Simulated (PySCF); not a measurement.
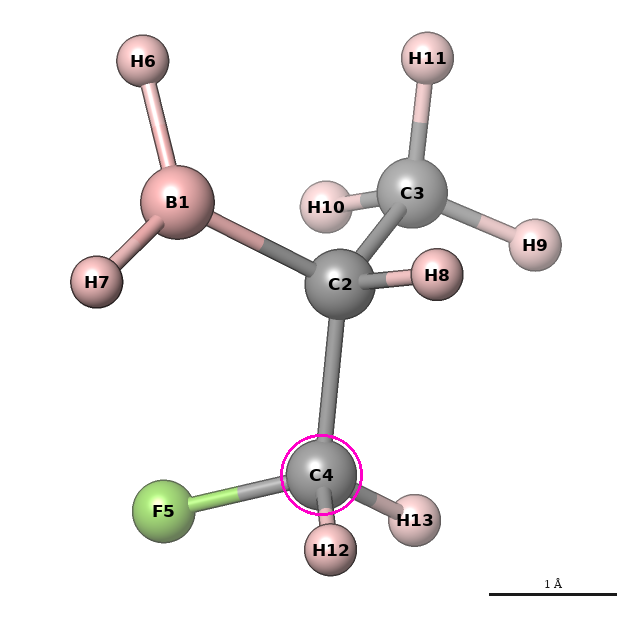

Orthographic view. Distant atoms are faded towards the background colour. Geometry: a distorted geometry made from a computed GFN2-xTB structure, not a minimum.

Q: Name the neighbours of the circled atom.

A: The circled atom is C4; it is bonded to C2, F5, H12, H13.

Q: What is the shortest path along bonds from the circled atom to H10?

A: C4–C2–C3–H10, 3 bonds; through space the two are 2.77 Å apart.

Q: Which atom is nearest the viewer?

A: H7, 1.7 Å in front of the mean position.

Q: Of C4 and H13, which is nearer the viewer?

A: C4; the bond to H13 points away from the viewer, so it looks shorter than its 1.09 Å.
